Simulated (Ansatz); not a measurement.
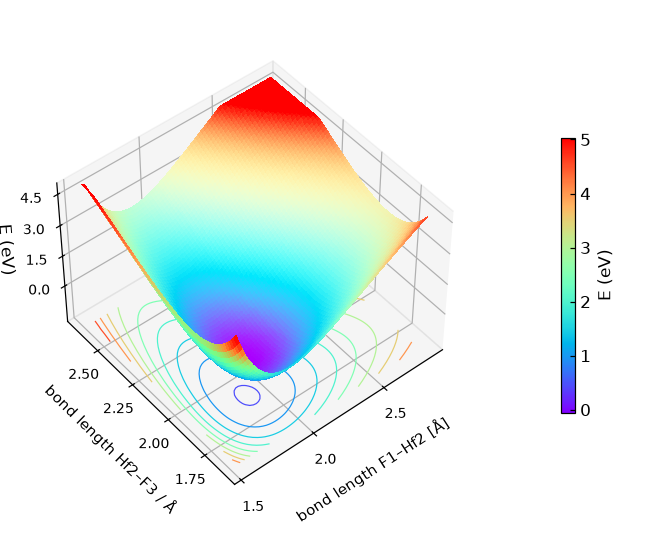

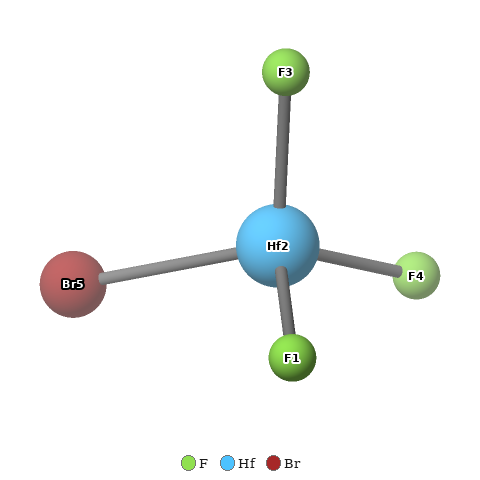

Energy landscape of BrF₃Hf, SMILES [F][Hf]([F])([F])[Br]. First axis: bond length F1–Hf2. Second axis: bond length Hf2–F3. Nothing is relaxed (all other coordinates rigid). The grid has 11 × 11 points. All energies are given in eV relative to the lowest grid point. The reference is spin-restricted, which grows unreliable where a bond is stretched far. The calculation used RKS PBE0-D4/def2-TZVP in Ansatz 0.2.0.

In the figure: a relief with its contours projected below, any walls above the top of the colour scale cut off. Between grid points the surface is interpolated. The second picture is the structure at the lowest point.

Summarise what can be read from the map.

The lowest grid point is at bond length F1–Hf2 = 1.935 Å, bond length Hf2–F3 = 1.931 Å. No other kind of well shows on this grid. The highest grid point, bond length F1–Hf2 = 2.834 Å, bond length Hf2–F3 = 2.645 Å, lies 6.57 eV above the lowest. Round the minimum the two coordinates are weakly coupled (coupling 0.05 in units of the two stiffnesses).

Each point was launched as `ansatz run input.yaml --threads 1 --pin off --max-ram 2560MiB --backend cpu --events-out ev --progress --plain --runs-dir out`. The whole map (121 points run) took 24 min on 1 thread of Arm Neoverse V2, with other jobs on the host.
